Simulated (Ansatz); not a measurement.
# H₇InN₂OSi: basis-set convergence

How large a basis does H₇InN₂OSi need? Two functionals are run in growing sets.

Program: Ansatz 0.2.0, Gaussian basis. Level of theory: one geometry, several basis sets. These are calculated values, not measurements.

Levels to be run: PBE0-D4/def2-SVP; ωB97M-V/def2-SVP; PBE0-D4/def2-QZVPP; ωB97M-V/def2-QZVPP; the functionals' def2-TZVPP values are taken from earlier runs.

**1. The geometry**

An earlier PBE0-D4 in a triple-zeta def2 set relaxation fixed the geometry. In takes the def2 core potential; no spin-orbit term is included.

SMILES `[NH2][In]([NH2])[O][SiH3]`, 12 atoms, charge 0, spin multiplicity 1.

Atoms are counted from 1 here; the program's logs count them from 0.

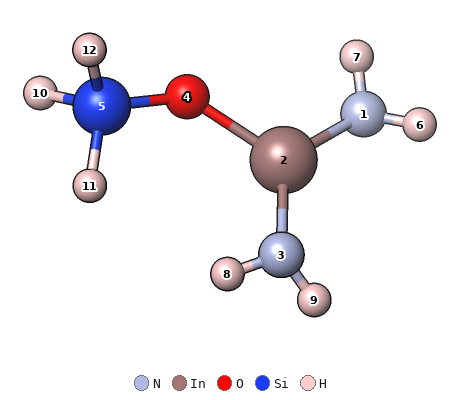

The geometry (nitrogen light blue, indium brown, oxygen red, silicon blue, hydrogen pink); atoms are numbered from 1 in the order of the file.

**2. PBE0-D4 in def2-SVP**

in.yaml reads:

```yaml
crystal:
  periodic: [false, false, false]
  atoms:
    - {symbol: N, position_ang: [-1.997256, 0.098156, 2.005828]}
    - {symbol: In, position_ang: [-0.594619, -0.416206, 0.667308]}
    - {symbol: N, position_ang: [0.301560, -2.154082, 0.202629]}
    - {symbol: O, position_ang: [0.011691, 1.138379, -0.422017]}
    - {symbol: Si, position_ang: [1.170679, 1.406342, -1.521720]}
    - {symbol: H, position_ang: [-2.663167, -0.616167, 2.263119]}
    - {symbol: H, position_ang: [-2.497210, 0.944383, 1.769982]}
    - {symbol: H, position_ang: [1.201033, -2.046424, -0.246359]}
    - {symbol: H, position_ang: [0.384384, -2.834828, 0.944146]}
    - {symbol: H, position_ang: [1.982125, 2.601666, -1.156528]}
    - {symbol: H, position_ang: [2.109583, 0.243450, -1.630215]}
    - {symbol: H, position_ang: [0.591198, 1.635331, -2.876173]}
basis:
  gaussian: {orbitals: def2-SVP}
hamiltonian: {xc: pbe0, dispersion: d4}
output: {orbitals: {seedname: orbitals}}
```

The run is started by

```console
$ ansatz run in.yaml --threads 4 --pin off --events-out ev --progress --plain --max-ram 11315MiB
```

What it wrote:

```text
Functional definition: PBE0
  name "PBE0"
  cite "Adamo & Barone, J. Chem. Phys. 110, 6158 (1999) doi:10.1063/1.478522"
  cite "Perdew, Burke & Ernzerhof, Phys. Rev. Lett. 77, 3865 (1996) doi:10.1103/PhysRevLett.77.3865"
  parent pbe
  parameter a = 0.25
  parameter kappa = 0.804
  parameter beta = 0.06672455060314922
  exchange = (1 - a)*pbe_x(kappa = kappa, mu = beta*pi^2/3) + a*exact_x
  correlation = pbe_c(beta = beta)
1280 factors; integrals over basis functions are off by at most 1.3e-3 eV
mean field evaluation 1: about -18162.6084 eV, gradient 8.8e1 eV
mean field evaluation 2: about -18132.6004 eV, gradient 1.4e2 eV
mean field evaluation 4: about -18177.8220 eV, gradient 1.1e1 eV
mean field evaluation 8: about -18178.2200 eV, gradient 2.4e-1 eV
mean field evaluation 16: about -18178.2201 eV, gradient 2.9e-5 eV
mean field -18178.22008241 eV, -668.0372663886 hartree, gradient 2.9e-5 eV, S^2 0.000000; 0 other end points of the search recorded, 0 dependent functions left out
reference -18178.22012171 eV, -668.0372678327 hartree; 32, 32 occupied and 89, 89 virtual orbitals, 1280 factors
Total energy: -18178.43129511 eV, -668.0450283118 hartree
```

Run time: 1.3 s. Hardware: 4 threads of Intel Xeon Platinum 8488C, shared host.

**3. ωB97M-V in def2-SVP**

in.yaml: that of step 2 with these lines changed.

```diff
@@ -17,3 +17,3 @@
   gaussian: {orbitals: def2-SVP}
-hamiltonian: {xc: pbe0, dispersion: d4}
+hamiltonian: {xc: {name: wB97M-V}}
 output: {orbitals: {seedname: orbitals}}
```

Same command.

What it wrote, shortened:

```text
Functional definition: wB97M-V
  name "wB97M-V"
  cite "Mardirossian & Head-Gordon, J. Chem. Phys. 144, 214110 (2016) doi:10.1063/1.4952647"
  cite "Becke, J. Chem. Phys. 107, 8554 (1997) doi:10.1063/1.475007"
  cite "Vydrov & Van Voorhis, J. Chem. Phys. 133, 244103 (2010) doi:10.1063/1.3521275"
  # Of w^i u^j: cxij and so on, Table III.
[...]
  gx(w, u) = 1 - cx + cx01*u + cx10*w
  gss(w, u) = css00 + css04*u^4 + css10*w + css20*w^2 + css43*w^4*u^3
  gos(w, u) = cos00 + cos10*w + (cos20 + cos21*u)*w^2 + (cos60 + cos61*u)*w^6
[...]
      + integral(e_c_pw_mod_opposite_spin*gos(b97_w_opposite, b97_u_opposite)) + vv10(b, c)
1280 factors; integrals over basis functions are off by at most 1.3e-3 eV
377 factors; integrals over basis functions are off by at most 6.9e-6 eV
[...]
mean field -18183.23369675 eV, -668.2215133170 hartree, gradient 7.8e-5 eV, S^2 0.000000; 0 other end points of the search recorded, 0 dependent functions left out
reference -18183.23375772 eV, -668.2215155575 hartree; 32, 32 occupied and 89, 89 virtual orbitals, 1280 factors
Total energy: -18183.23375772 eV, -668.2215155575 hartree
```

Wall time 4.2 s (4 threads of Intel Xeon Platinum 8488C, shared host).

**4. PBE0-D4 in def2-QZVPP**

in.yaml: that of step 3 with these lines changed.

```diff
@@ -16,4 +16,4 @@
 basis:
-  gaussian: {orbitals: def2-SVP}
-hamiltonian: {xc: {name: wB97M-V}}
+  gaussian: {orbitals: "def2-QZVPP.json"}
+hamiltonian: {xc: pbe0, dispersion: d4}
 output: {orbitals: {seedname: orbitals}}
```

Same command.

What it wrote:

```text
Functional definition: PBE0
  name "PBE0"
  cite "Adamo & Barone, J. Chem. Phys. 110, 6158 (1999) doi:10.1063/1.478522"
  cite "Perdew, Burke & Ernzerhof, Phys. Rev. Lett. 77, 3865 (1996) doi:10.1103/PhysRevLett.77.3865"
  parent pbe
  parameter a = 0.25
  parameter kappa = 0.804
  parameter beta = 0.06672455060314922
  exchange = (1 - a)*pbe_x(kappa = kappa, mu = beta*pi^2/3) + a*exact_x
  correlation = pbe_c(beta = beta)
1847 factors; their error is unknown
mean field evaluation 1: about -18168.4031 eV, gradient 1.1e2 eV
mean field evaluation 2: about -18122.9701 eV, gradient 1.7e2 eV
mean field evaluation 4: about -18188.0505 eV, gradient 1.7e1 eV
mean field evaluation 8: about -18188.6030 eV, gradient 3.4e-1 eV
mean field evaluation 16: about -18188.6031 eV, gradient 2.3e-5 eV
mean field -18188.60307884 eV, -668.4188344695 hartree, gradient 2.3e-5 eV, S^2 0.000000; 0 other end points of the search recorded, 0 dependent functions left out
reference -18188.60312963 eV, -668.4188363360 hartree; 32, 32 occupied and 501, 501 virtual orbitals, 1847 factors
Total energy: -18188.81430303 eV, -668.4265968151 hartree
```

It took 8.5 s on 4 threads of Intel Xeon Platinum 8488C, shared host; peak memory 2.2 GiB.

**5. ωB97M-V in def2-QZVPP**

in.yaml: that of step 4 with these lines changed.

```diff
@@ -17,3 +17,3 @@
   gaussian: {orbitals: "def2-QZVPP.json"}
-hamiltonian: {xc: pbe0, dispersion: d4}
+hamiltonian: {xc: {name: wB97M-V}}
 output: {orbitals: {seedname: orbitals}}
```

The command is unchanged.

What it wrote, shortened:

```text
Functional definition: wB97M-V
  name "wB97M-V"
  cite "Mardirossian & Head-Gordon, J. Chem. Phys. 144, 214110 (2016) doi:10.1063/1.4952647"
  cite "Becke, J. Chem. Phys. 107, 8554 (1997) doi:10.1063/1.475007"
  cite "Vydrov & Van Voorhis, J. Chem. Phys. 133, 244103 (2010) doi:10.1063/1.3521275"
  # Of w^i u^j: cxij and so on, Table III.
[...]
  gx(w, u) = 1 - cx + cx01*u + cx10*w
  gss(w, u) = css00 + css04*u^4 + css10*w + css20*w^2 + css43*w^4*u^3
  gos(w, u) = cos00 + cos10*w + (cos20 + cos21*u)*w^2 + (cos60 + cos61*u)*w^6
[...]
      + integral(e_c_pw_mod_opposite_spin*gos(b97_w_opposite, b97_u_opposite)) + vv10(b, c)
1787 factors; their error is unknown
463 factors; integrals over basis functions are off by at most 1.3e-5 eV
[...]
mean field -18193.78983837 eV, -668.6094443664 hartree, gradient 2.2e-5 eV, S^2 0.000000; 0 other end points of the search recorded, 0 dependent functions left out
reference -18193.78992092 eV, -668.6094474001 hartree; 32, 32 occupied and 501, 501 virtual orbitals, 1787 factors
Total energy: -18193.78992092 eV, -668.6094474001 hartree
```

Run time: 17 s. Hardware: 4 threads of Intel Xeon Platinum 8488C, shared host; peak memory 2.6 GiB.

**6. Functionals by basis**

The def2-TZVPP values come from earlier runs at the same geometry.

```csv
functional,basis,functions,energy (eV),from the largest (eV),HOMO (eV),LUMO (eV)
PBE0-D4,def2-SVP,121,-18178.4313,10.383,-7.20,-0.94
PBE0-D4,def2-TZVPP,283,-18188.1475,0.667,-7.48,-1.24
PBE0-D4,def2-QZVPP,533,-18188.8143,0.000,-7.54,-1.37
ωB97M-V,def2-SVP,121,-18183.2338,10.556,-9.55,0.93
ωB97M-V,def2-TZVPP,283,-18193.1698,0.620,-9.86,0.47
ωB97M-V,def2-QZVPP,533,-18193.7899,0.000,-9.91,0.16
```

**7. Outcome**

```
                                       quantity           value
PBE0-D4: double and triple zeta above quadruple  10.38, 0.67 eV
ωB97M-V: double and triple zeta above quadruple  10.56, 0.62 eV
```

PBE0-D4 gains 9.72 eV from double to triple zeta, then 0.67 eV more. Total energies overstate the basis error of differences, where much of it tends to cancel. The LUMO of ωB97M-V is positive and keeps falling with the basis (0.93 to 0.16 eV): an unbound level that the basis holds in place.

For PBE0-D4 the largest set took about 7 times as long as the smallest (8.5 s against 1.3 s).
